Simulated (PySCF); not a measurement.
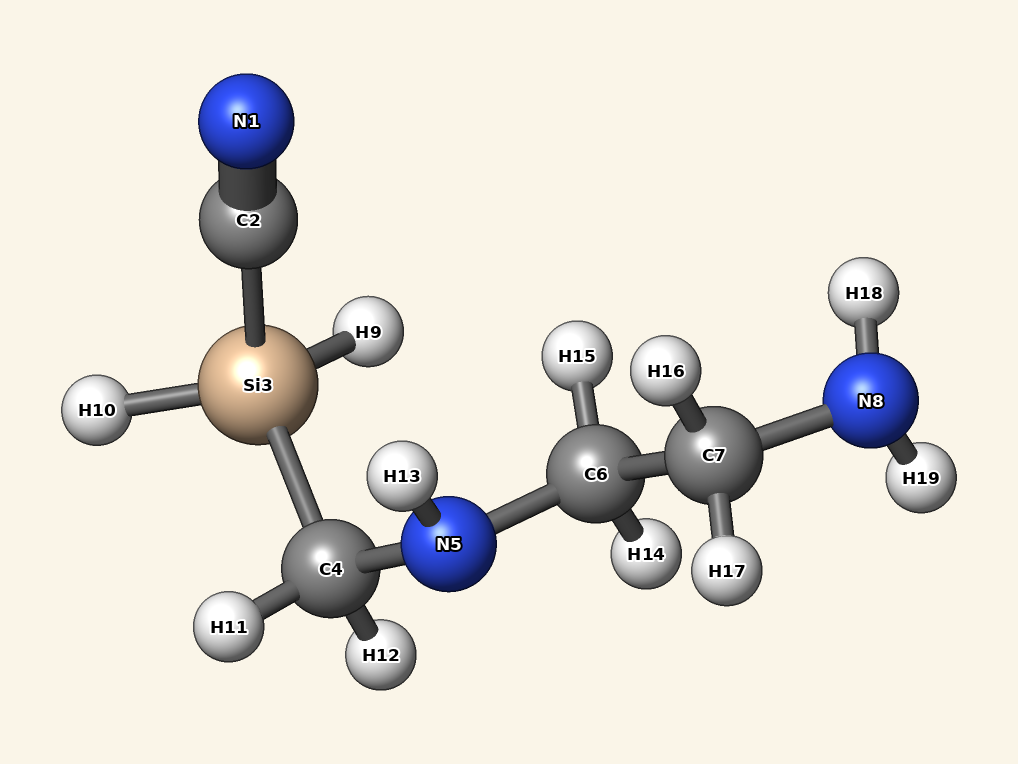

The thickness of each stick grows with its Mayer bond order. Computed geometry: GFN2-xTB optimisation. No frequency run is at hand to confirm it as a minimum. Method: PBE0/pcSseg-1 (PySCF 2.14.0).

Question. Which bond between heavy atoms has the highest Mayer bond order?

Answer. N1–C2, 2.93, at a length of 1.146 Å.

Question. Which bond between heavy atoms has the lowest Mayer bond order?

Answer. C2–Si3, 0.81, at 1.868 Å.

List the Mayer bond orders of N1–C2, C2–Si3, Si3–C4, C4–N5, N5–C6, C6–C7, C7–N8 (bonds between heavy atoms, one of each equivalent set).

```json
{"bond": "N1–C2", "Mayer order": "2.93", "length (Å)": "1.146"}
{"bond": "C2–Si3", "Mayer order": "0.81", "length (Å)": "1.868"}
{"bond": "Si3–C4", "Mayer order": "0.91", "length (Å)": "1.928"}
{"bond": "C4–N5", "Mayer order": "0.99", "length (Å)": "1.452"}
{"bond": "N5–C6", "Mayer order": "0.97", "length (Å)": "1.445"}
{"bond": "C6–C7", "Mayer order": "1.03", "length (Å)": "1.536"}
{"bond": "C7–N8", "Mayer order": "1.03", "length (Å)": "1.449"}
```

The geometry is semi-empirical. Around Si such bond lengths and angles can be off by a tenth of an ångström or more and by several degrees, and values that hang on the shape move with them.
